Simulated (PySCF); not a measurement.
# C7H8O: the cost of one run

Programs: PySCF 2.14.0, with density-fitted response routines of our own. Each step states its level of theory. These are calculated values for one molecule in the gas phase, unless marked as measured. Atoms count from 0, in the outputs and in this text.

## (1) The starting structure

16 atoms, charge 0, multiplicity 1; geometry from: GFN2-xTB.

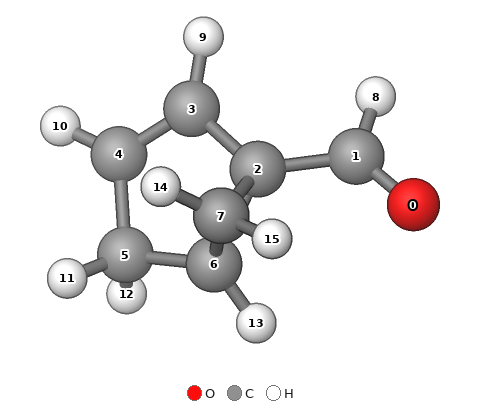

As it starts; oxygen red, carbon grey, hydrogen white, atoms numbered.

## (2) Ultraviolet spectrum: CAM-B3LYP/def2-SVPD

The job: settings as JSON, then the geometry in Å.

```
{"job": {"kind": "uv", "xc": "CAM-B3LYP", "basis": "def2-SVPD", "nstates": 8, "ntriplets": 3}, "charge": 0, "multiplicity": 1}
O     -2.599014    -0.536969    -1.367551
C     -1.681792    -1.092337    -0.817018
C     -0.631830    -0.427848    -0.045286
C      0.494033    -1.175125     0.562928
C      1.620060    -0.475574     0.523535
C      1.457965     0.848130    -0.170447
C     -0.021612     0.911940    -0.490908
C     -0.964399     0.889730     0.648449
H     -1.568786    -2.194884    -0.867820
H      0.366088    -2.157270     0.982575
H      2.570364    -0.781784     0.924952
H      1.770046     1.674959     0.472057
H      2.066572     0.886702    -1.077081
H     -0.338663     1.355033    -1.422512
H     -0.583427     1.019789     1.650188
H     -1.963205     1.264452     0.482528
```

Method: TDDFT CAM-B3LYP/def2-SVPD, vertical, gas phase, core orbitals frozen in the response.

On the command line:

```console
$ OMP_NUM_THREADS=1 python probes_run.py task.json out
```

This one command runs all jobs of the session in turn.

Q: Estimate the wall time and peak memory of this job on 1 thread of Intel Xeon at 2.70GHz, shared host.

About 80 s, with a peak of 1 GiB.
